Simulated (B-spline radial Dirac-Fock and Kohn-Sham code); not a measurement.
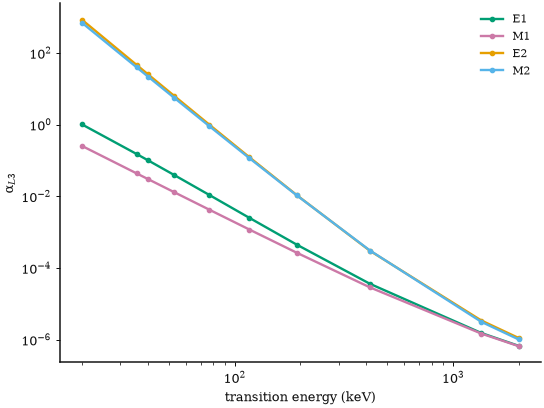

L3-subshell internal conversion coefficients against transition energy, at the marked points and joined by straight lines (also across edges). Species: lanthanum (Z = 57). The calculation used a Dirac–Hartree–Slater potential of the neutral atom, no hole, surface-current nucleus (a B-spline radial atomic code).

**How do the multipoles rank at 35.6 keV?**

E2 (46.7), M2 (40.1), E1 (0.152), M1 (0.0439).

**Above what energy does an E1 transition emit more photons than L3-subshell conversion electrons?**

Between 20.0 and 35.6 keV, where α drops through 1.
